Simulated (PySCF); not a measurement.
**One shape, several levels: C2H6GeN2 (SMILES C[NH][GeH2][C]#N)**

Aim: a comparison of 4 runs (PBE0/STO-3G, PBE0/6-31G, PBE0/def2-SVP, CCSD(T)/STO-3G) of C2H6GeN2. 

The results are computed with PySCF 2.14.0.

### 1 The structure to begin with

C2H6GeN2: 11 atoms, total charge 0, spin state singlet. As SMILES, `C[NH][GeH2][C]#N`. The shape comes from GFN2-xTB, which is rough for such elements, and wasn't checked as a minimum. This is one conformer, not always the lowest.

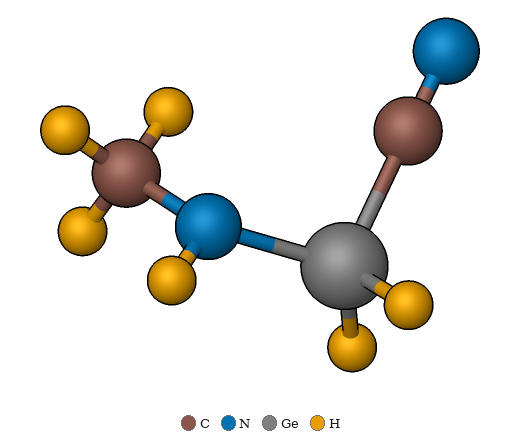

Viewed from a chosen angle; carbon brown, nitrogen blue, germanium grey, hydrogen amber.

### 2 Energy and forces at PBE0/STO-3G (run 1)

Contents of calc.py:

```python
import pyscf.grad
from pyscf import gto, dft

molecule = gto.M(
    atom='''
C       -1.169970      -0.418530       0.967970
N        0.230650      -0.024650       0.922840
Ge       1.182120      -0.001240      -0.612010
C        0.201090       1.160990      -1.781190
N       -0.385530       1.839680      -2.491920
H       -1.678380       0.009330       0.104690
H       -1.315650      -1.504200       0.949860
H       -1.632640      -0.022120       1.872650
H        0.724690      -0.351450       1.741960
H        2.510420       0.606920      -0.285180
H        1.333210      -1.294730      -1.389660
''',
    verbose=4,
    max_memory=1860,
    basis='sto-3g',
)

mf = dft.RKS(molecule, xc='pbe0')
mf.conv_tol = 1e-10
mf.grids.level = 5
mf.kernel()
if not mf.converged:
    mf = mf.newton().run(mf.mo_coeff, mf.mo_occ)

e_tot = mf.e_tot
print(f'total energy: {e_tot:.8f} hartree')
grad = mf.Gradients().kernel()
dip = mf.dip_moment()
pop, q = mf.mulliken_pop()
```

The run is started by

```
$ OMP_NUM_THREADS=1 python calc.py
```

Standard output:

```text
PySCF version 2.14.0

[... 78 lines left out ...]
converged SCF energy = -2239.57335736239
total energy: -2239.57335736 hartree
[... 12 lines left out ...]
Dipole moment(X, Y, Z, Debye):  1.76883, -2.88646,  2.38147
[... 56 lines left out ...]
charge of   10H =     -0.07046
```

It took 15 s on 1 thread of Intel Xeon Platinum 8488C (Sapphire Rapids), shared host; peak memory 0.48 GiB.

### 3 Energy and forces at PBE0/6-31G (run 2)

Contents of input.py:

```python
from pyscf import gto, dft

mol = gto.M(
    atom='''
C     -1.169970    -0.418530     0.967970
N      0.230650    -0.024650     0.922840
Ge     1.182120    -0.001240    -0.612010
C      0.201090     1.160990    -1.781190
N     -0.385530     1.839680    -2.491920
H     -1.678380     0.009330     0.104690
H     -1.315650    -1.504200     0.949860
H     -1.632640    -0.022120     1.872650
H      0.724690    -0.351450     1.741960
H      2.510420     0.606920    -0.285180
H      1.333210    -1.294730    -1.389660
''',
    verbose=4,
    max_memory=1860,
    basis='6-31g',
    spin=0,
    charge=0,
)

mf = dft.RKS(mol, xc='pbe0')
mf.conv_tol = 1e-10
mf.grids.level = 5
mf.kernel()
if not mf.converged:
    mf = mf.newton().run(mf.mo_coeff, mf.mo_occ)

e_final = mf.e_tot
print('E(%s) = %.9f' % ('PBE0', e_final))
grad = mf.nuc_grad_method().kernel()
mf.analyze()
```

The run is started by

```
$ OMP_NUM_THREADS=1 python input.py
```

Standard output:

```text
PySCF version 2.14.0

[... 95 lines left out ...]
Total Energy =                       -2265.403160720844426
[... 11 lines left out ...]
MO #5   energy= -44.4098845933596  occ= 2
[... 9 lines left out ...]
MO #15  energy= -1.23631069991906  occ= 2
[... 9 lines left out ...]
MO #25  energy= -0.447844987602081 occ= 2
[... 9 lines left out ...]
MO #35  energy= 0.0480819201943938 occ= 0
[... 9 lines left out ...]
MO #45  energy= 0.221390674705964  occ= 0
[... 9 lines left out ...]
MO #55  energy= 0.796696110489029  occ= 0
[... 9 lines left out ...]
MO #65  energy= 1.05810069795423   occ= 0
[... 9 lines left out ...]
MO #75  energy= 3.02236459717415   occ= 0
[... 89 lines left out ...]
Dipole moment(X, Y, Z, Debye):  1.52081, -3.21676,  2.86174
```

Run time: 31 s. Hardware: 1 thread of Intel Xeon Platinum 8488C (Sapphire Rapids), shared host; peak memory 0.75 GiB.

Run 3 isn't shown in full; the table further down has it.

### 4 A single-point energy at CCSD(T)/STO-3G (run 4)

Contents of geometry.xyz:

```xyz
11

C     -1.169970    -0.418530     0.967970
N      0.230650    -0.024650     0.922840
Ge     1.182120    -0.001240    -0.612010
C      0.201090     1.160990    -1.781190
N     -0.385530     1.839680    -2.491920
H     -1.678380     0.009330     0.104690
H     -1.315650    -1.504200     0.949860
H     -1.632640    -0.022120     1.872650
H      0.724690    -0.351450     1.741960
H      2.510420     0.606920    -0.285180
H      1.333210    -1.294730    -1.389660
```

Contents of calc.py:

```python
from pyscf import gto, scf, cc

molecule = gto.Mole()
molecule.atom = 'geometry.xyz'
molecule.basis = 'sto-3g'
molecule.charge = 0
molecule.verbose = 4
molecule.max_memory = 1860
molecule.build()

mf = scf.RHF(molecule)
mf.conv_tol = 1e-10
mf.kernel()
if not mf.converged:
    mf = mf.newton().run(mf.mo_coeff, mf.mo_occ)

mycc = cc.CCSD(mf, frozen=13)
mycc.kernel()
e_t = mycc.ccsd_t()
e_final = mycc.e_tot + e_t
print(f'total energy: {e_final:.8f} hartree')
mf.analyze()
```

The run is started by

```
$ OMP_NUM_THREADS=1 python calc.py
```

Standard output:

```text
PySCF version 2.14.0

[... 102 lines left out ...]
Total Energy =                       -2237.559688073984489
[... 8 lines left out ...]
MO #2   energy= -50.4746124672906  occ= 2
[... 6 lines left out ...]
MO #9   energy= -10.9937090913902  occ= 2
[... 6 lines left out ...]
MO #16  energy= -0.8650770973032   occ= 2
[... 6 lines left out ...]
MO #23  energy= -0.595017657079101 occ= 2
[... 6 lines left out ...]
MO #30  energy= -0.399326133509416 occ= 2
[... 6 lines left out ...]
MO #37  energy= 0.538770443017457  occ= 0
[... 6 lines left out ...]
MO #44  energy= 1.28152283273352   occ= 0
[... 58 lines left out ...]
Dipole moment(X, Y, Z, Debye):  1.91038, -2.97720,  2.19197
```

Run time: 1.6 s. Hardware: 1 thread of Intel Xeon Platinum 8488C (Sapphire Rapids), shared host; peak memory 0.12 GiB.

### 5 All runs side by side

```csv
run,level,task,integration grid,energy (Eh),dipole moment (D) of the reference,HOMO energy (eV),LUMO energy (eV),wall time
1,PBE0/STO-3G,gradient,5,-2239.573357,4.14,-3.89,4.06,15 s
2,PBE0/6-31G,gradient,5,-2265.403161,4.57,-6.82,-0.25,31 s
3,PBE0/def2-SVP,gradient,5,-2265.416915,4.40,-7.06,-0.27,47 s
4,CCSD(T)/STO-3G,energy,–,-2237.888272,4.16,-8.20,9.28,1.6 s
```

### 6 Summary of results

| quantity | value |
| --- | --- |
| run 4: total energy | -2237.88827 Eh |
| run 4: dipole moment (Hartree–Fock density) | 4.16 D |
| run 4: HOMO energy (Hartree–Fock orbitals) | -8.20 eV |
| run 4: LUMO energy (Hartree–Fock orbitals) | 9.28 eV |
| run 4: HOMO–LUMO gap (Hartree–Fock orbitals) | 17.48 eV |
| run 4: correlation energy (13 core orbitals frozen) | -328.6 mEh |
| run 4: (T) correction | -3.59 mEh |
| run 4: T1 diagnostic | 0.006 |

In words: Over runs 1, 2, 3 the dipole moment (its size) runs from 4.14 D (PBE0/STO-3G) to 4.57 D (PBE0/6-31G). Over runs 1, 2, 3 the HOMO–LUMO gap runs from 6.57 eV (PBE0/6-31G) to 7.95 eV (PBE0/STO-3G). In runs 1, 4 the basis is minimal, so the values are rough. All runs together took 95 s, the longest 47 s.
